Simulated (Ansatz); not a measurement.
**YbPd (Pm-3m): from the cell to its phonons**

Wanted: phonon frequencies of YbPd (Pm-3m) and what follows from them.

Method: DFT PBEsol, scalar-relativistic, plane waves, PAW, in Ansatz 0.2.0.

## 1. The starting structure

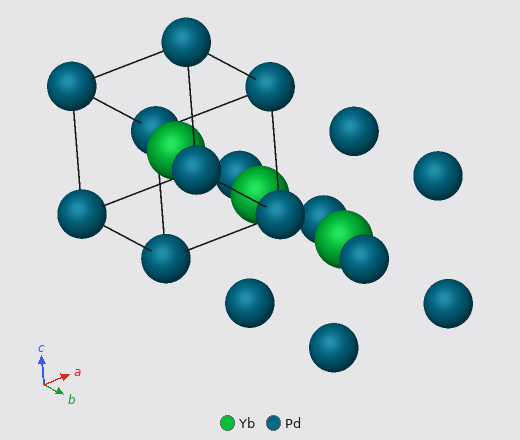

Start, viewed from a free direction; ytterbium green, palladium blue. 1×3×1 cells are drawn. Some periodic images of atoms are drawn too.

Structure file:

```cif
data_structure
_symmetry_space_group_name_H-M 'P 1'
_symmetry_Int_Tables_number 1
_cell_length_a 3.4470
_cell_length_b 3.4470
_cell_length_c 3.4470
_cell_angle_alpha 90.000
_cell_angle_beta 90.000
_cell_angle_gamma 90.000
_cell_volume 40.96
loop_
_atom_site_label
_atom_site_type_symbol
_atom_site_fract_x
_atom_site_fract_y
_atom_site_fract_z
_atom_site_occupancy
Yb1 Yb 0.50000 0.50000 0.50000 1
Pd2 Pd 0.00000 0.00000 0.00000 1
```

## 2. Bringing the structure to rest

Harmonic phonons are second derivatives at a point where the forces vanish, and they are wanted at zero stress, so atoms and cell are relaxed first.

input.yaml reads:

```yaml
crystal:
  lattice:
    - [3.447, 0.0, 0.0]
    - [0.0, 3.447, 0.0]
    - [0.0, 0.0, 3.447]
  atoms:
    - { symbol: Yb, position: [0.5, 0.5, 0.5] }
    - { symbol: Pd, position: [0.0, 0.0, 0.0] }
kpoints:
  mp_grid: { grid: [10, 10, 10] }
hamiltonian:
  xc: pbesol
scf:
  occupations: { method: gaussian, width: 0.1 }
output:
  forces: true
  stress: true
  eigenvalues: true
  write_density: true
  write_potential: true
  elf: true
  volumetric_format: npy
relax:
  adjacent_minimum: "off"
  f_tol: 0.005
  max_steps: 80
  cell: { stress_tol: 0.05 }
```

Started as:

```console
ansatz run input.yaml --threads 8 --pin off --max-ram 14336MiB --backend cpu --events-out ev --progress --plain --runs-dir out
```

Numbers of over 12 decimals in the logs are rounded to 6 here.

The log of the run:

```text
Engine: ansatz 0.2.0, aarch64-unknown-linux-gnu
Pseudopotentials: kind: paw
Pseudopotential: Yb, paw, valence charge 24, recommended cutoff 420 eV (normal), Yb.paw.azcp
Pseudopotential: Pd, paw, valence charge 18, recommended cutoff 420 eV (normal), Pd.paw.azcp
Functional definition: PBEsol
  exchange = pbesol_x
  correlation = pbesol_c
Crystal: 2 atoms, lattice volume = 40.957 Å³
Basis set: ecut = 420 eV, 799 PW (Γ), exchange–correlation on 48×48×48 points (8 copies of the dense FFT grid, shifted against one another)
Bands: 26, of which v1, the nominal top of the filled ones, is band 21 counted from 1 (20 counted from 0)
Symmetry: 48 space group operations
Space group: Pm-3m (ITA 221), of the structure as read, at distance tolerance 3.4e-5 Å
k-points: 56 of 1000
Non-local potential: Yb, projectors of the file, l = 0: 3, l = 1: 2, l = 2: 2, l = 3: 3
Non-local potential: Pd, projectors of the file, l = 0: 2, l = 1: 2, l = 2: 2, l = 3: 1
PAW form: soft (Blöchl's): semilocal exchange-correlation on the pseudo side does not see the compensation charge
PAW frozen core: Yb, regenerated for the run's functional, and the local potential with it (the file was generated under x = pbe(κ = 0.804, μ = 0.219515), c = pbe(β = 0.066725))
PAW frozen core: Pd, regenerated for the run's functional, and the local potential with it (the file was generated under x = pbe(κ = 0.804, μ = 0.219515), c = pbe(β = 0.066725))
PAW one-centre angular grid: Yb, 590 points (default); XC on 64 Gauss nodes
PAW one-centre angular grid: Pd, 590 points (default); XC on 64 Gauss nodes
Initial density: superposition of atomic densities (neutral atoms: chi_scale 0, normalization atom), corrected by the library's trained network
Initial wavefunctions: pseudopotential atomic-orbital guess
Functional: x = pbesol(κ = 0.804, μ = 0.123457), c = pbesol(β = 0.046)
SCF iter   1: F=—  HF=-20584.681116 eV  |F-HF|=—  |Δ(HF+E_count)|=         —  Δρ=2.84e-2  dr2=4.02e-1  ethr=1.77e-3  ⟨swp⟩=5.8  Hψ=6453  notcnv=0
preconditioner: auto → Kerker (q_TF=auto, 2.740 Å⁻¹)  [metal: Δε(μ)=0.021 eV  Ē_g=9.300 eV  σ=0.100 eV  W_gap=0.12  n_scr=18 (ndim 8)  ℏωp=32.8 eV  f_vac=0.000  D(μ)=2.84/eV (n_scr^D=26)]
SCF iter   2: F=—  HF=-20584.655294 eV  |F-HF|=—  |Δ(HF+E_count)|=   2.58e-2  Δρ=1.12e-2  dr2=6.84e-2  ethr=9.57e-4  ⟨swp⟩=1.8  Hψ=2369  notcnv=0
SCF iter   3: F=—  HF=-20584.648454 eV  |F-HF|=—  |Δ(HF+E_count)|=   6.84e-3  Δρ=2.65e-3  dr2=4.77e-3  ethr=1.63e-4  ⟨swp⟩=1.6  Hψ=1589  notcnv=0  defer=8
SCF iter   4: F=—  HF=-20584.648092 eV  |F-HF|=—  |Δ(HF+E_count)|=   3.63e-4  Δρ=5.52e-4  dr2=1.67e-4  ethr=1.14e-5  ⟨swp⟩=2.3  Hψ=2105  notcnv=0  defer=8
SCF iter   5: F=—  HF=-20584.648107 eV  |F-HF|=—  |Δ(HF+E_count)|=   1.57e-5  Δρ=2.34e-4  dr2=3.45e-5  ethr=3.98e-7  ⟨swp⟩=2.4  Hψ=2614  notcnv=0  defer=8
SCF iter   6: F=—  HF=-20584.648126 eV  |F-HF|=—  |Δ(HF+E_count)|=   1.90e-5  Δρ=5.40e-5  dr2=1.26e-6  ethr=8.22e-8  ⟨swp⟩=2.0  Hψ=2257  notcnv=0  defer=8
SCF iter   7: F=—  HF=-20584.648126 eV  |F-HF|=—  |Δ(HF+E_count)|=   3.44e-7  Δρ=2.40e-5  dr2=2.25e-7  ethr=3.00e-9  ⟨swp⟩=2.1  Hψ=2355  notcnv=0  defer=8
SCF iter   8: F=-20584.648126 eV  HF=-20584.648126 eV  |F-HF|=2.06e-8  |Δ(HF+E_count)|=   1.04e-7  Δρ=6.99e-6  dr2=1.55e-8  ethr=2.38e-10  ⟨swp⟩=13.7  Hψ=12465  notcnv=0
SCF 1 converged in 8 iterations: F = -20584.648126 eV  dr2 = 1.55e-8
  Residual-converged pass: ⟨swp⟩=1.0  Hψ=1682  notcnv=0  max |occ|·‖R‖ = 7.1e-9 eV (tolerance 1.0e-8 eV)  dr2=1.55e-8  dr2_onsite=2.96e-8  max |Δocc| = 2.2e-11
  greatest PAW one-centre occupation: 0.999 electrons in one spin orbital (limit 2), on the Pd atom at site 1 (counted from 0), in its partial waves of l = 0
relax step   1: F+E_penalty+E_count = -20584.64812571 eV  Δ(F+E_penalty+E_count) = +0.000e0 eV  max|allowed force component| = 4.996e-30 eV/Å  Δτ_max = 0.0000 Å  P = -1.318 GPa  Ω = 40.957 Å³  (8 SCF iters, dr2 threshold 1.00e-7 eV, accepted)
Crystal: 2 atoms, lattice volume = 39.786 Å³
Basis set: ecut = 420 eV, 751 PW (Γ), exchange–correlation on 48×48×48 points (8 copies of the dense FFT grid, shifted against one another)
Initial density: handed on by an earlier stage of this run
Initial wavefunctions: those handed on with the density
iter 1 solved again at ethr=6.06e-5 eV; its pass at ethr=3.10e-3 eV (dr2=2.54e-2 eV) is discarded
SCF iter   1: F=—  HF=-20584.654507 eV  |F-HF|=—  |Δ(HF+E_count)|=         —  Δρ=6.66e-3  dr2=2.34e-2  ethr=6.06e-5  ⟨swp⟩=1.9  Hψ=8010  notcnv=0
preconditioner: auto → Kerker (q_TF=auto, 2.753 Å⁻¹)  [metal: Δε(μ)=0.014 eV  Ē_g=9.348 eV  σ=0.100 eV  W_gap=0.08  n_scr=18 (ndim 8)  ℏωp=33.3 eV  f_vac=0.000  D(μ)=5.08/eV (n_scr^D=80)]
SCF iter   2: F=—  HF=-20584.650646 eV  |F-HF|=—  |Δ(HF+E_count)|=   3.86e-3  Δρ=3.09e-3  dr2=5.50e-3  ethr=5.57e-5  ⟨swp⟩=1.6  Hψ=1699  notcnv=0
SCF iter   3: F=—  HF=-20584.649712 eV  |F-HF|=—  |Δ(HF+E_count)|=   9.34e-4  Δρ=7.48e-4  dr2=1.47e-4  ethr=1.31e-5  ⟨swp⟩=2.1  Hψ=1942  notcnv=0
SCF iter   4: F=—  HF=-20584.649721 eV  |F-HF|=—  |Δ(HF+E_count)|=   9.46e-6  Δρ=3.29e-4  dr2=5.37e-5  ethr=3.50e-7  ⟨swp⟩=2.1  Hψ=2626  notcnv=0
SCF iter   5: F=—  HF=-20584.649714 eV  |F-HF|=—  |Δ(HF+E_count)|=   7.53e-6  Δρ=7.78e-5  dr2=1.64e-6  ethr=1.28e-7  ⟨swp⟩=2.0  Hψ=2012  notcnv=0
SCF iter   6: F=—  HF=-20584.649713 eV  |F-HF|=—  |Δ(HF+E_count)|=   6.97e-7  Δρ=2.14e-5  dr2=2.27e-7  ethr=4.76e-10  ⟨swp⟩=12.8  Hψ=15052  notcnv=0
SCF iter   7: F=-20584.649713 eV  HF=-20584.649713 eV  |F-HF|=5.08e-8  |Δ(HF+E_count)|=   1.33e-7  Δρ=1.24e-5  dr2=4.84e-8  ethr=4.76e-10  ⟨swp⟩=8.7  Hψ=10067  notcnv=0
SCF 2 converged in 7 iterations: F = -20584.649713 eV  dr2 = 4.84e-8
relax step   2: F+E_penalty+E_count = -20584.64971324 eV  Δ(F+E_penalty+E_count) = -1.588e-3 eV  max|allowed force component| = 1.749e-29 eV/Å  Δτ_max = 0.0000 Å  P = +1.033 GPa  Ω = 39.786 Å³  energy of the carried Pulay correction = +3.045e-4 eV  (7 SCF iters, dr2 threshold 2.00e-7 eV, accepted)
Crystal: 2 atoms, lattice volume = 40.292 Å³
iter 1 solved again at ethr=9.04e-6 eV; its pass at ethr=3.10e-3 eV (dr2=3.80e-3 eV) is discarded
SCF iter   1: F=—  HF=-20584.652034 eV  |F-HF|=—  |Δ(HF+E_count)|=         —  Δρ=2.89e-3  dr2=4.42e-3  ethr=9.04e-6  ⟨swp⟩=2.0  Hψ=7205  notcnv=0
preconditioner: auto → Kerker (q_TF=auto, 2.747 Å⁻¹)  [metal: Δε(μ)=0.028 eV  Ē_g=9.364 eV  σ=0.100 eV  W_gap=0.16  n_scr=18 (ndim 8)  ℏωp=33.1 eV  f_vac=0.000  D(μ)=5.09/eV (n_scr^D=80)]
SCF iter   2: F=—  HF=-20584.651299 eV  |F-HF|=—  |Δ(HF+E_count)|=   7.36e-4  Δρ=1.38e-3  dr2=1.08e-3  ethr=9.04e-6  ⟨swp⟩=1.2  Hψ=1467  notcnv=0
SCF iter   3: F=—  HF=-20584.651122 eV  |F-HF|=—  |Δ(HF+E_count)|=   1.77e-4  Δρ=3.49e-4  dr2=2.81e-5  ethr=2.56e-6  ⟨swp⟩=2.0  Hψ=1865  notcnv=0
SCF iter   4: F=—  HF=-20584.651144 eV  |F-HF|=—  |Δ(HF+E_count)|=   2.19e-5  Δρ=2.26e-4  dr2=2.37e-5  ethr=6.70e-8  ⟨swp⟩=2.2  Hψ=2657  notcnv=0
SCF iter   5: F=—  HF=-20584.651140 eV  |F-HF|=—  |Δ(HF+E_count)|=   4.30e-6  Δρ=2.13e-5  dr2=3.20e-7  ethr=5.64e-8  ⟨swp⟩=2.0  Hψ=1947  notcnv=0
SCF iter   6: F=-20584.651139 eV  HF=-20584.651139 eV  |F-HF|=2.71e-7  |Δ(HF+E_count)|=   1.54e-7  Δρ=1.77e-5  dr2=1.94e-7  ethr=4.76e-10  ⟨swp⟩=11.8  Hψ=13634  notcnv=0
SCF 3 converged in 6 iterations: F = -20584.651139 eV  dr2 = 1.94e-7
  Residual-converged pass: ⟨swp⟩=1.1  Hψ=1684  notcnv=0  max |occ|·‖R‖ = 7.1e-9 eV (tolerance 1.0e-8 eV)  dr2=1.94e-7  dr2_onsite=1.17e-7  max |Δocc| = 5.4e-11
relax step   3: F+E_penalty+E_count = -20584.65113921 eV  Δ(F+E_penalty+E_count) = -1.426e-3 eV  max|allowed force component| = 9.335e-30 eV/Å  Δτ_max = 0.0000 Å  P = -0.032 GPa  Ω = 40.292 Å³  energy of the carried Pulay correction = +1.718e-4 eV  (6 SCF iters, dr2 threshold 2.00e-7 eV, accepted)
Initial wavefunctions: pseudopotential atomic-orbital guess (no wavefunctions were taken with the density)
iter 1 solved again at ethr=5.80e-8 eV; its pass at ethr=3.10e-3 eV (dr2=2.44e-5 eV) is discarded
SCF iter   1: F=—  HF=-20584.650934 eV  |F-HF|=—  |Δ(HF+E_count)|=         —  Δρ=3.00e-5  dr2=2.49e-7  ethr=5.80e-8  ⟨swp⟩=4.6  Hψ=11817  notcnv=0
preconditioner: auto → Kerker (q_TF=auto, 2.747 Å⁻¹)  [metal: Δε(μ)=0.033 eV  Ē_g=9.348 eV  σ=0.100 eV  W_gap=0.19  n_scr=18 (ndim 8)  ℏωp=33.1 eV  f_vac=0.000  D(μ)=5.12/eV (n_scr^D=80)]
SCF iter   2: F=—  HF=-20584.650956 eV  |F-HF|=—  |Δ(HF+E_count)|=   2.28e-5  Δρ=1.63e-5  dr2=8.53e-8  ethr=5.94e-10  ⟨swp⟩=2.4  Hψ=2662  notcnv=0
SCF iter   3: F=—  HF=-20584.650956 eV  |F-HF|=—  |Δ(HF+E_count)|=   1.27e-8  Δρ=3.59e-6  dr2=6.18e-9  ethr=2.03e-10  ⟨swp⟩=2.0  Hψ=1896  notcnv=0
SCF iter   4: F=—  HF=-20584.650956 eV  |F-HF|=—  |Δ(HF+E_count)|=   3.15e-9  Δρ=2.05e-6  dr2=1.21e-9  ethr=1.47e-11  ⟨swp⟩=2.0  Hψ=2609  notcnv=0
SCF iter   5: F=—  HF=-20584.650956 eV  |F-HF|=—  |Δ(HF+E_count)|=  3.82e-10  Δρ=4.71e-7  dr2=1.12e-10  ethr=2.89e-12  ⟨swp⟩=2.0  Hψ=2609  notcnv=0
SCF iter   6: F=-20584.650956 eV  HF=-20584.650956 eV  |F-HF|=7.28e-12  |Δ(HF+E_count)|=  1.46e-11  Δρ=1.73e-7  dr2=1.86e-11  ethr=1.00e-12  ⟨swp⟩=7.3  Hψ=8359  notcnv=0
SCF 4 converged in 6 iterations: F = -20584.650956 eV  dr2 = 1.86e-11
relax step   4: F+E_penalty+E_count = -20584.65095634 eV  Δ(F+E_penalty+E_count) = +1.829e-4 eV  max|allowed force component| = 1.137e-29 eV/Å  Δτ_max = 0.0000 Å  P = -0.030 GPa  Ω = 40.292 Å³  stress off target by 3.02e-2 GPa  SCF on the basis re-selected at this cell (its energy is not comparable with the rows above)  (6 SCF iters)
basis re-selected at this cell: Δ(F+E_penalty+E_count) = +1.829e-4 eV, ΔP = +0.002 GPa vs the last step (what re-selecting the basis moved, of the pressure what is left beyond the Pulay correction that the steps carried, after the strain that the cell walked since its last selection, with what the two solves' SCF thresholds leave and, on support functions, any second-order correction that the steps lacked; it is no m [...]
SCF converged after 6 iterations
Free energy (F): -20584.650956 eV
Harris-Foulkes:  -20584.650956 eV  (|F-HF|=7.28e-12)
Internal energy: -20584.625373 eV  (E = F + TS)
E sigma→0 (E₀):  -20584.638165 eV
Entropy (-TS):   -0.025584 eV (-12.792 meV/atom)
Fermi energy:    16.871035 eV
--- Per-component energies (eV) ---
  E_band       = -41.393391
  E_kinetic    = 878.409976
  E_local      = -7261.834024  (includes V_loc(G=0)·N_el)
  E_nonlocal   = 762.075818
  E_hartree    = 3103.135296
  E_xc         = -333.608915
  E_vxc        = -418.999579  (∫ρ·V_xc dr)
  E_paw        = -10916.259008  (= ΣΔE_a)
  E_vpaw       = -207.316348  (= ΣTr[D̂ρ^β])
  E_aug_tail   = 0.000178  (compensation charges beyond the density's cutoff)
  E_ewald      = -6817.976412
  E_core_change = 1.431718  (= ΣΔE_core)
  E_smearing   = -0.025584  (= −TS)
  E_closure    = 0.000000  (closes the sum)
  Σ components = -20584.650956   (vs F -20584.650956, Δ=0.00e0)
--- Forces (eV/Å), atoms counted from 1 ---
  atom   1  Yb     0.00000000     0.00000000     0.00000000
  atom   2  Pd     0.00000000     0.00000000    -0.00000000
  max |Σ_I F_I| component: 2.35e-29 eV/Å
--- Stress (GPa, compression-positive) ---
       -0.030166       0.000000      -0.000000
        0.000000      -0.030166      -0.000000
       -0.000000      -0.000000      -0.030166
  P = ⅓ Tr σ = -0.0302 GPa (-0.302 kbar)
--- Band table (eV; the first three rows and the last of 56) ---
  k-point 0: bands = [... 17 lower, 16.6348, 16.6348, 16.6348, 16.6720, 19.6662, 19.6662, 24.3480, 24.3480, ... 1 higher]
  k-point 1: bands = [... 17 lower, 16.6225, 16.6457, 16.6457, 16.6831, 19.5653, 19.6512, 23.2025, 23.2025, ... 1 higher]
  k-point 2: bands = [... 17 lower, 16.6397, 16.6763, 16.6763, 16.7134, 19.2933, 19.3719, 22.0295, 22.0295, ... 1 higher]
  k-point 55: bands = [... 17 lower, 16.6234, 16.6234, 16.6234, 16.6940, 16.6940, 16.6940, 21.7320, 25.6287, ... 1 higher]
--- Relaxed structure (3 steps of the walk, 3 accepted, 1 SCFs on fresh bases) ---
  F+E_penalty+E_count = -20584.65095634 eV   max|allowed force component| = 1.137e-29 eV/Å   (the final SCF, on the basis selected at the relaxed cell)
  cell:  # Å, volume = 40.2922 Å³
    - [3.428260, 0, 0]
    - [0, 3.428260, 0.0]
    - [0, 0.0, 3.428260]
  atoms:
    - { symbol: Yb, position: [0.5, 0.5, 0.5] }
    - { symbol: Pd, position: [0, 0, 0] }
```

Wall time 8.7 s (8 threads of Arm Neoverse N1, shared host); peak memory 0.42 GiB.

Step by step:

| step | energy less that of the first step (eV) | largest force component (eV/Å) | pressure (GPa) | volume (Å³) |
| --- | --- | --- | --- | --- |
| 1 | 0.0000 | 0.0000 | -1.32 | 40.96 |
| 2 | -0.0016 | 0.0000 | 1.03 | 39.79 |
| 3 | -0.0030 | 0.0000 | -0.03 | 40.29 |
| 4* | -0.0028 | 0.0000 | -0.03 | 40.29 |

Relaxation steps marked * repeat the geometry before them on a plane-wave basis chosen anew for their cell, so energy and pressure can jump there.

Forces are held to the 48 operations that the run works with; a distortion that breaks them can't arise in this run.

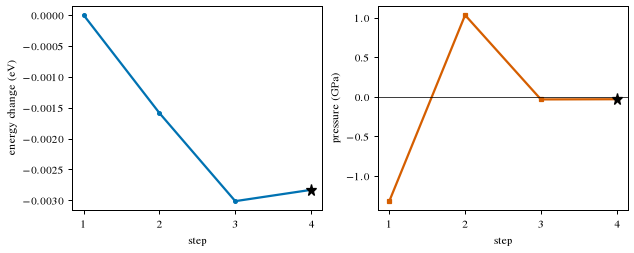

Energy and pressure along the relaxation. Stars mark steps on a basis chosen anew.

| conventional cell, symmetrised | before | after | change |
| --- | --- | --- | --- |
| a (Å) | 3.447 | 3.428 | -0.5 % |
| b (Å) | 3.447 | 3.428 | -0.5 % |
| c (Å) | 3.447 | 3.428 | -0.5 % |
| volume (Å³/atom) | 20.48 | 20.15 | -1.6 % |

The relaxed structure:

```xyz
2
Lattice="3.4283 0.0000 0.0000 0.0000 3.4283 0.0000 0.0000 0.0000 3.4283" Properties=species:S:1:pos:R:3 pbc="T T T"
Yb    1.7141    1.7141    1.7141
Pd    0.0000    0.0000    0.0000
```

This step gave:

```yaml
pressure: -0.03017 GPa
volume_per_atom: 20.15 Å³
gap_on_the_k_mesh: 0 eV
```

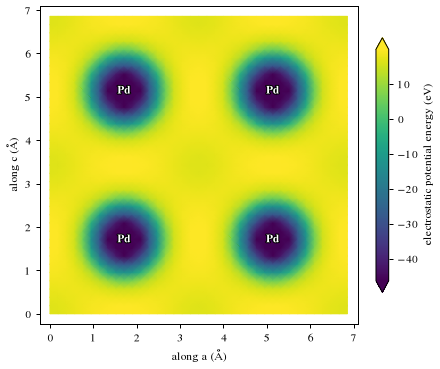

Electrostatic potential energy in the ac plane at fractional y = 0.000, with atoms of Pd within 0.2 Å of it. With pseudopotentials it is smooth inside the atoms' cores, unlike the true potential. The map starts off the cell's origin, so that atoms lie inside it.

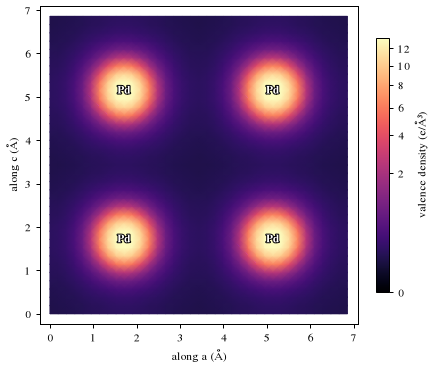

Valence density in the ac plane at fractional y = 0.000, with atoms of Pd within 0.2 Å of it. It is the smooth field of the valence electrons, not physical close to the nuclei. The map starts off the cell's origin, so that atoms lie inside it. The colour scale is stretched toward low values.

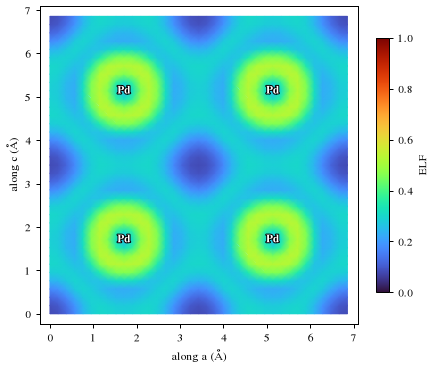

ELF in the ac plane at fractional y = 0.000, with atoms of Pd within 0.2 Å of it. It is the smooth field of the valence electrons, not physical close to the nuclei. The map starts off the cell's origin, so that atoms lie inside it.

In this step the volume went from 20.48 to 20.15 Å³/atom.

## 3. Tight relaxation

Phonons need a cell at rest on their own settings, so the relaxation is repeated with tight tolerances on forces and stress, using the mesh and the filling of the phonon run that follows.

input.yaml reads:

```yaml
crystal:
  lattice:
    - [3.4282599515, 0.0, 0.0]
    - [0.0, 3.4282599515, 0.0]
    - [0.0, 0.0, 3.4282599515]
  atoms:
    - { symbol: Yb, position: [0.5, 0.5, 0.5] }
    - { symbol: Pd, position: [0.0, 0.0, 0.0] }
kpoints:
  mp_grid: { grid: [10, 10, 10] }
hamiltonian:
  xc: pbesol
scf:
  occupations: { method: methfessel_paxton, width: 0.15 }
output:
  forces: true
  stress: true
  eigenvalues: true
relax:
  adjacent_minimum: "off"
  f_tol: 0.001
  max_steps: 60
  cell: { stress_tol: 0.01 }
```

The log of the run:

```text
[...]
Crystal: 2 atoms, lattice volume = 40.292 Å³
Basis set: ecut = 420 eV, 751 PW (Γ), exchange–correlation on 48×48×48 points (8 copies of the dense FFT grid, shifted against one another)
Bands: 26, of which v1, the nominal top of the filled ones, is band 21 counted from 1 (20 counted from 0)
Symmetry: 48 space group operations
[...]
k-points: 56 of 1000
[...]
k-point 55: bands = [... 17 lower, 16.7333, 16.7333, 16.7333, 16.8037, 16.8037, 16.8037, 21.8276, 25.7426, ... 1 higher]
--- Relaxed structure (3 steps of the walk, 3 accepted, 1 SCFs on fresh bases) ---
[...]
cell:  # Å, volume = 40.1376 Å³
    - [3.423868, 0, 0]
    - [0, 3.423868, 0]
    - [0.0, 0, 3.423868]
  atoms:
    - { symbol: Yb, position: [0.500000, 0.500000, 0.500000] }
    - { symbol: Pd, position: [0, 0, 0] }
[key lines of the parts left out:]
SCF converged after 8 iterations
Free energy (F): -20584.601637 eV
Fermi energy:    16.929140 eV
P = ⅓ Tr σ = -0.0017 GPa (-0.017 kbar)
```

It took 8.9 s on 8 threads; peak memory 0.41 GiB; 29 s of CPU time.

The steps of the relaxation:

| step | energy less that of the first step (eV) | largest force component (eV/Å) | pressure (GPa) | volume (Å³) |
| --- | --- | --- | --- | --- |
| 1 | 0.0000 | 0.0000 | -0.31 | 40.29 |
| 2 | -0.0001 | 0.0000 | 0.25 | 40.02 |
| 3 | -0.0002 | 0.0000 | 0.00 | 40.14 |
| 4* | -0.0002 | 0.0000 | 0.00 | 40.14 |

Relaxation steps marked * repeat the geometry before them on a plane-wave basis chosen anew for their cell, so energy and pressure can jump there.

Forces are held to the 48 operations that the run works with; a distortion that breaks them can't arise in this run.

| conventional cell, symmetrised | before | after | change |
| --- | --- | --- | --- |
| a (Å) | 3.428 | 3.424 | -0.1 % |
| b (Å) | 3.428 | 3.424 | -0.1 % |
| c (Å) | 3.428 | 3.424 | -0.1 % |
| volume (Å³/atom) | 20.15 | 20.07 | -0.4 % |

Final coordinates:

```xyz
2
Lattice="3.4239 0.0000 0.0000 0.0000 3.4239 0.0000 0.0000 0.0000 3.4239" Properties=species:S:1:pos:R:3 pbc="T T T"
Yb    1.7119    1.7119    1.7119
Pd    0.0000    0.0000    0.0000
```

Numbers from this step:

```
pressure        : -0.001722 GPa
volume per atom : 20.07 Å³
```

The forces vanish by symmetry and the pressure is -0.002 GPa, within the tolerances set. The cell now holds 20.07 Å³/atom.

(Continued in part 2 of 2.)

[Logs are printed without paths, hosts, clocks, repeated set-up lines and the standing remarks that a program may print on its own settings, such as how far it seeks lower states.]

[Hosts, paths, dates, database ids (printed as entryN), source tags and the programs' standing remarks are cut or masked in the printed files.]
